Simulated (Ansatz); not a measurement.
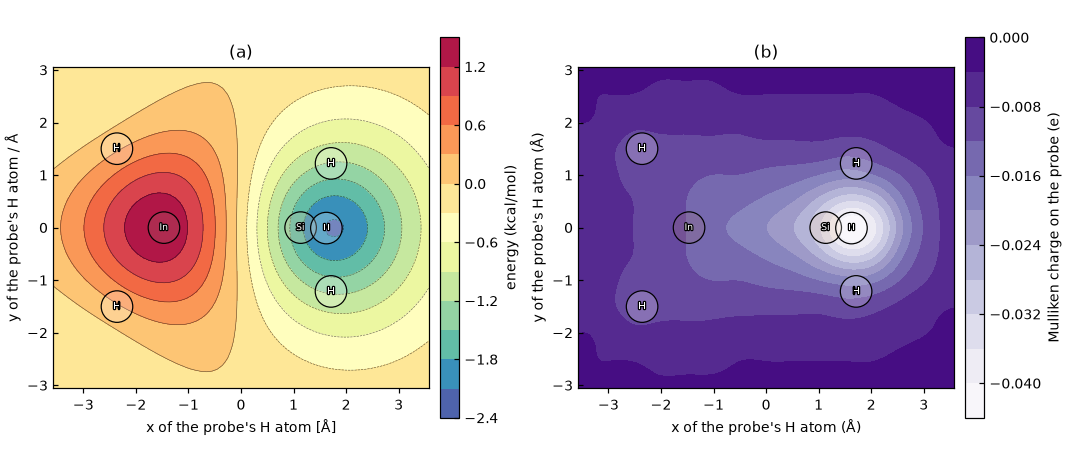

H₅InSi with the probe HF. The probe is moved over a plane parallel to the molecule's main plane, 3.51 Å above it. Coordinates scanned: (1) x of the probe's H atom; (2) y of the probe's H atom. Nothing is relaxed (molecule and probe rigid, the probe upright with H nearest the plane). The scan uses a 15 × 13 grid. Energies: kcal/mol, counted from molecule and probe far apart, each relaxed in its own basis (no counterpoise correction). All numbers below come from Ansatz 0.2.0, RKS PBE-D4/def2-SVPD.

Panel (a) is the energy; panel (b) is the computed Mulliken charge on the probe, in e.

The picture shows filled contours, labelled circles for the molecule's atoms, projected on the plane. Between grid points the surface is interpolated.

### How does the Mulliken charge on the probe vary over the map, and what is it at the lowest grid point?

Leaving out the highest fifth of the energies, it runs from −0.04 e at x of the probe's H atom = 1.53 Å, y of the probe's H atom = 0.00 Å to 0.00 e at x of the probe's H atom = 3.06 Å, y of the probe's H atom = −3.06 Å. At the lowest grid point, x of the probe's H atom = 1.53 Å, y of the probe's H atom = 0.00 Å, it is −0.04 e.

```
y of the probe's H atom ↓, x of the probe's H atom →  −3.57  −3.06  −2.55  −2.04  −1.53  −1.02  −0.51   0.00   0.51   1.02   1.53   2.04   2.55   3.06   3.57
                                                3.06   0.00   0.00   0.00   0.00   0.00   0.00   0.00   0.00   0.00   0.00   0.00   0.00   0.00   0.00   0.00
                                                2.55   0.00   0.00   0.00  −0.01  −0.01  −0.01   0.00   0.00   0.00   0.00   0.00   0.00   0.00   0.00   0.00
                                                2.04   0.00  −0.01  −0.01  −0.01  −0.01  −0.01  −0.01  −0.01  −0.01  −0.01  −0.01  −0.01  −0.01   0.00   0.00
                                                1.53  −0.01  −0.01  −0.01  −0.01  −0.01  −0.01  −0.01  −0.01  −0.01  −0.01  −0.01  −0.01  −0.01  −0.01   0.00
                                                1.02  −0.01  −0.01  −0.01  −0.01  −0.01  −0.01  −0.01  −0.01  −0.01  −0.02  −0.02  −0.02  −0.01  −0.01  −0.01
                                                0.51  −0.01  −0.01  −0.01  −0.01  −0.01  −0.01  −0.01  −0.02  −0.02  −0.03  −0.03  −0.03  −0.02  −0.01  −0.01
                                                0.00  −0.01  −0.01  −0.01  −0.01  −0.01  −0.01  −0.02  −0.02  −0.02  −0.03  −0.04  −0.04  −0.02  −0.01  −0.01
                                               −0.51  −0.01  −0.01  −0.01  −0.01  −0.01  −0.01  −0.01  −0.02  −0.02  −0.03  −0.03  −0.03  −0.02  −0.01  −0.01
                                               −1.02  −0.01  −0.01  −0.01  −0.01  −0.01  −0.01  −0.01  −0.01  −0.01  −0.02  −0.02  −0.02  −0.01  −0.01  −0.01
                                               −1.53  −0.01  −0.01  −0.01  −0.01  −0.01  −0.01  −0.01  −0.01  −0.01  −0.01  −0.01  −0.01  −0.01  −0.01   0.00
                                               −2.04   0.00  −0.01  −0.01  −0.01  −0.01  −0.01  −0.01  −0.01  −0.01  −0.01  −0.01  −0.01  −0.01   0.00   0.00
                                               −2.55   0.00   0.00   0.00  −0.01  −0.01  −0.01   0.00   0.00   0.00   0.00   0.00   0.00   0.00   0.00   0.00
                                               −3.06   0.00   0.00   0.00   0.00   0.00   0.00   0.00   0.00   0.00   0.00   0.00   0.00   0.00   0.00   0.00
```
